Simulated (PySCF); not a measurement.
# AlF3, SMILES `F[Al](F)F`: electronic structure

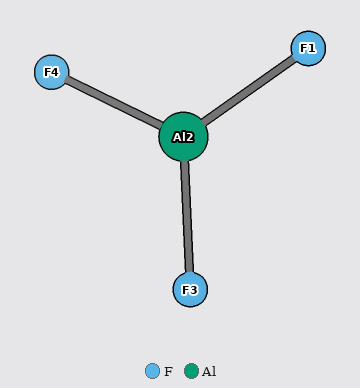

The molecule, with its atoms numbered as below. No frequency check shows the geometry to be a minimum.

Cartesian coordinates (Å):

```
F1      -1.0552   -1.2441    0.0000
Al2      0.0000    0.0000    0.0000
F3      -0.5498    1.5359    0.0000
F4       1.6050   -0.2918    0.0000
```

Part 1: Bonding charge

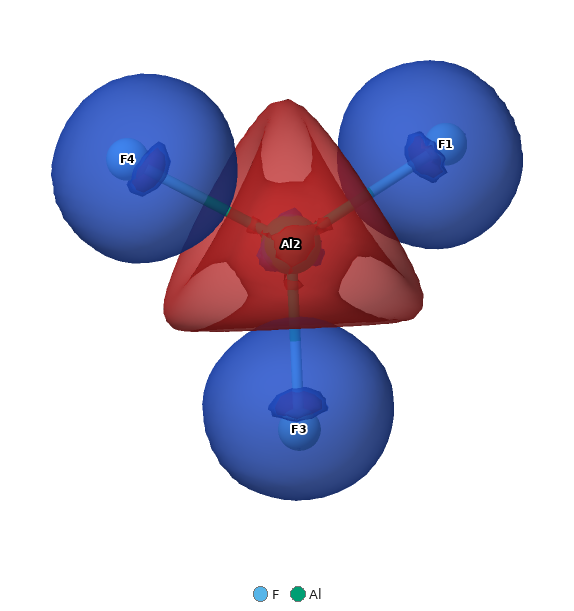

Deformation density (molecule less spherical, spin-averaged free atoms at the same positions), surfaces at ±0.05 e/Å³; blue: gain, red: loss.

Computed with PySCF, M06-2X/def2-TZVP, geometry: GFN2-xTB.

> Describe the bonding that the map shows.

Al2–F4, F1–Al2 and Al2–F3: +0.10 e/Å³ at the bond critical point (bond length 1.63 Å, Mayer order 1.1); up to 0.6 Å beside the axis the gain reaches +0.34 e/Å³. In all, 1.2 electrons gather in the regions of gain relative to the promolecule. A small or negative value marks a very polar bond, one between electron-rich atoms, whose free-atom densities already overlap strongly, a long bond to a heavier atom, or a closed-shell contact such as a hydrogen bond.

Part 2: Electrostatic potential

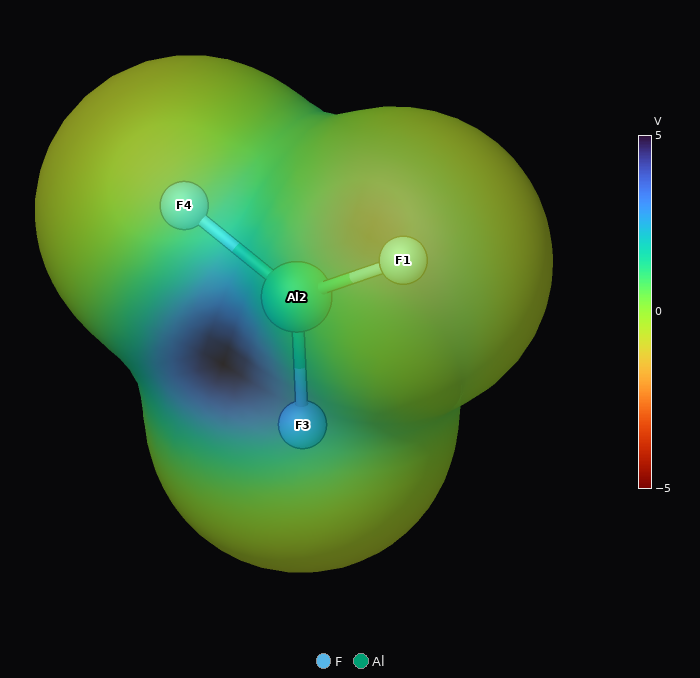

Electrostatic potential on the surface of electron density 0.001 a.u.

> Where are the extremes of the potential on the surface?

Highest: 4.94 V, off the molecular plane, over Al2 (1.6 Å), and at like points elsewhere. Lowest: −0.80 V, 1.6 Å from F1, and at like points elsewhere. The surface is sampled at points, so like sites can differ by a few per cent and only the strongest of them is named.

Part 3: Excited states

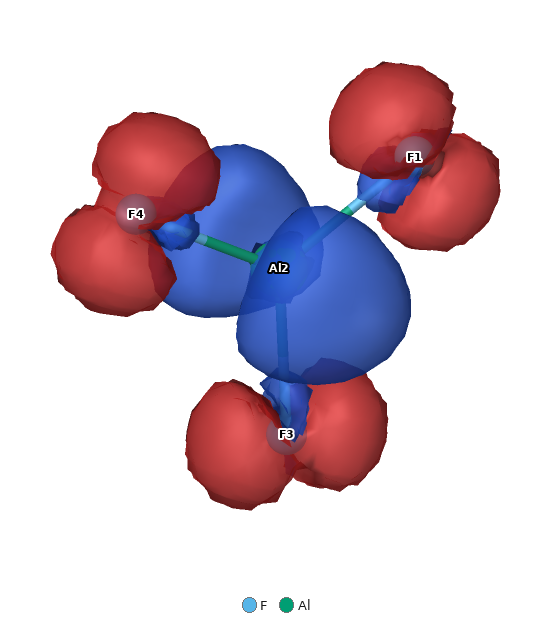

Unrelaxed difference density of S₁ less the ground state (TDA singlet states), ±0.04 e/Å³; blue: gain, red: loss.

PySCF calculation, B3LYP/6-311G**, gas phase; geometry: GFN2-xTB. Without diffuse functions Rydberg states are missing, so the states' numbers hold for this basis only.

> How does the charge move on excitation?

0.83 e is displaced in all, of which about 0.6 e passes between atoms: F1, F3 and F4 (0.21 e each) lose electrons and Al2 (0.64 e) gains them. The state: 8.04 eV (154 nm), f = 0.000 (dark), n → σ*; the leading pair carries 100 %; hole on F1, F3 and F4 (32 % each) and Al2 (5 %), electron on Al2 (69 %) and F1, F3 and F4 (10 % each); their centroids lie 0.0 Å apart.

Part 4: Removing or adding an electron

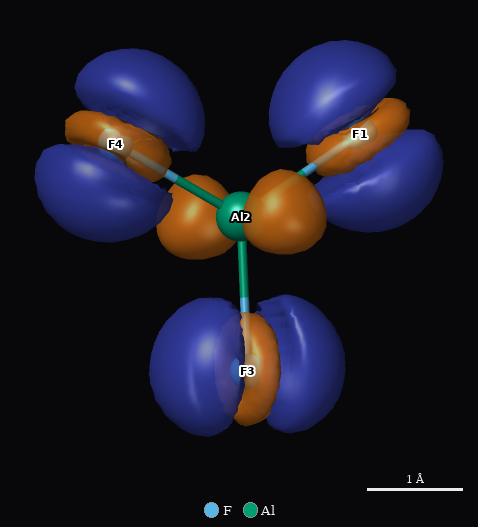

Dual descriptor f⁺ − f⁻ at ±0.03 e/Å³ (orange positive, blue negative).

Method: B3LYP/def2-SVPD; geometry: GFN2-xTB; program: PySCF.

> Which atoms come out as electrophilic, and which as nucleophilic?

Electrophilic (positive): Al2 (+0.50). Nucleophilic (negative): F1, F3 and F4 (−0.17). f⁻ (Hirshfeld-condensed) is largest on F1, F3 and F4 (0.26 each) and Al2 (0.23); the vertical ionisation energy is 14.50 eV. f⁺ (Hirshfeld-condensed) is largest on Al2 (0.73); the vertical electron affinity is 0.28 eV (the stability of the anion's solution wasn't checked; the anion's highest orbital has positive energy, so this value and f⁺ depend on the basis).

Part 5: Localised orbitals

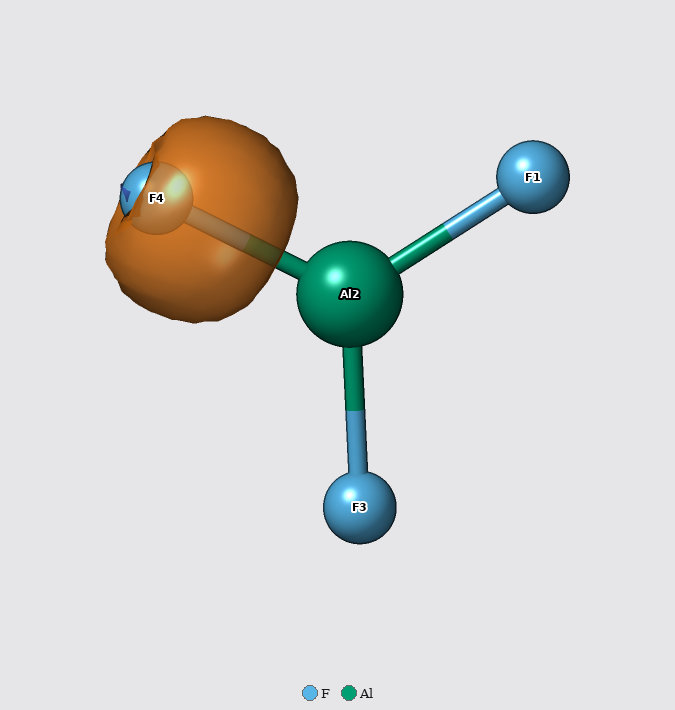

Intrinsic bond orbitals (IBO), occupied; each surface holds about 85 % of the orbital's density. Energies are diagonal elements of the Fock matrix.

Level of theory: r2SCAN/aug-cc-pVDZ (PySCF), at a geometry from GFN2-xTB.

> What does this orbital represent?

Pair mostly on F4, shared in part with Al2 (F4 86 %, Al2 14 %; −25.4 eV).

> How do all the valence pairs divide up?

12 pairs: 9 lone pairs and 3 strongly polarised pairs.
